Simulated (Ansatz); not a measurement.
**C₂H₄Si₂: density, localisation and related maps**

Input

```
crystal:
  periodic: [false, false, false]
  atoms:
    - {symbol: C, position_ang: [-1.594770, 0.175272, -0.435717]}
    - {symbol: C, position_ang: [-0.889992, 0.314334, -1.618203]}
    - {symbol: Si, position_ang: [-0.246772, -0.713314, 0.467208]}
    - {symbol: Si, position_ang: [0.836187, 0.764992, -1.059993]}
    - {symbol: H, position_ang: [-2.690363, 0.138787, -0.358182]}
    - {symbol: H, position_ang: [1.989477, 0.423772, -1.948419]}
    - {symbol: H, position_ang: [0.903804, 2.198385, -0.660907]}
    - {symbol: H, position_ang: [-1.309347, 0.095752, -2.615377]}
basis:
  gaussian:
    orbitals: def2-TZVPD
hamiltonian:
  xc: {name: PBE0}
output:
  forces: true
  orbitals: {seedname: orbitals}
```

Run with:

```sh
ansatz run input.yaml --threads 2 --pin off --max-ram 4350MiB --events-out events.jsonl --progress --plain --runs-dir runs
```

Geometry: r2SCAN-D4/def2-SVP.

Theory: isolated molecule in a Gaussian basis; Kohn-Sham density functional theory, functional PBE0 (Ansatz).

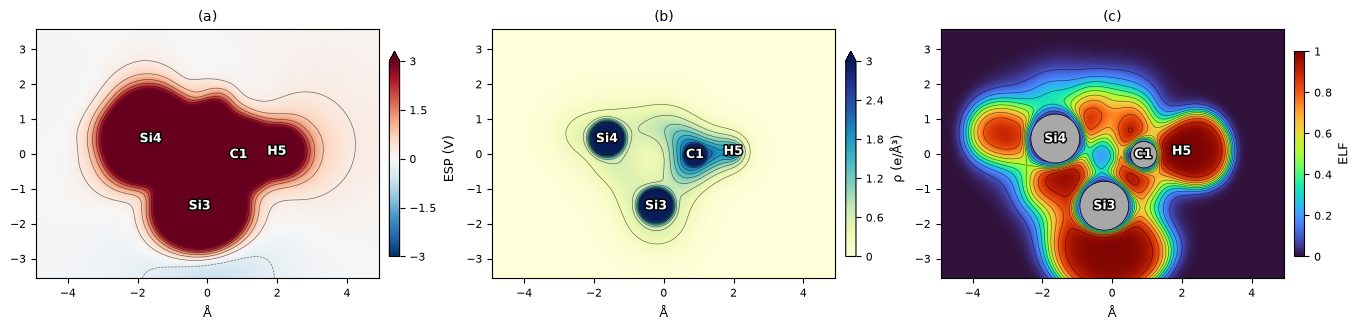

Figure 1. (a) electrostatic potential; (b) total electron density; (c) electron localisation function on the plane of atoms C1, Si3 and Si4. Grey discs cover the atomic cores in the ELF map.

Interpret the plot.

Answer. The plane passes through C, Si and H nuclei.
C–Si (1.85 Å): ρ is about 0.91 e/Å³ halfway; the ELF peaks at about 0.90 between the atoms (a covalent bond).
Si–Si (2.39 Å): the density is about 0.52 e/Å³ at the midpoint; the ELF peaks at about 0.90 between the atoms (localised, covalent bonding).
C–H (1.10 Å): ρ is about 2 e/Å³ halfway; the ELF climbs to about 1 towards the hydrogen, as it does in any bond to H: an ordinary covalent bond to hydrogen.
The ELF also peaks beside Si3, away from the bonds: lone-pair regions.
Outside the dense part of the molecule the potential is most negative (−0.6 V) near Si3.

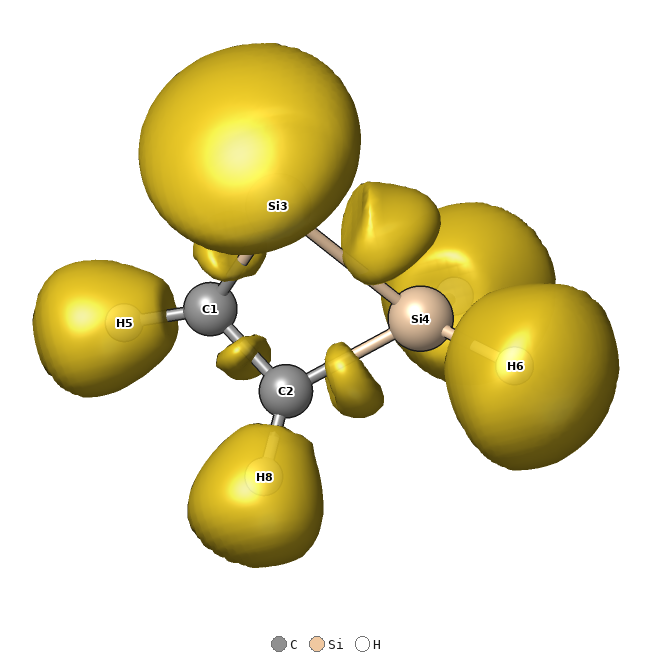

Figure 2. Isosurface of the electron localisation function at 0.85 (yellow), seen at a tilt. Core shells and regions of very low density are left out.

Where are the electrons localised?

Answer. The surface consists of one region between bonded C–C atoms (shared pairs), two regions between bonded C–Si atoms (shared pairs), four regions around hydrogen nuclei, one region on Si in which the atom's valence shell and bonds are merged and one lobe on Si, pointing away from the bonds (lone pairs).


C–C (1.38 Å): the ELF peaks at about 0.90 between the atoms: a covalent bond.

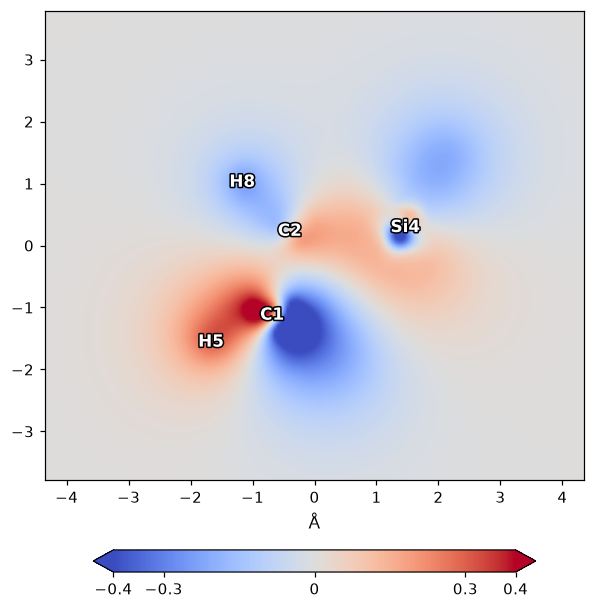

Figure 3. The HOMO−1 on the plane of atoms C1, C2 and Si4 (values in Å⁻³ᐟ²; the overall sign is arbitrary).

Describe this orbital and give its energy.

Answer. It lies mainly on C1 (about 30 %), Si3 (about 20 %), C2 (about 15 %), Si4 (about 15 %) and H6 (about 10 %). Its energy is −7.90 eV.
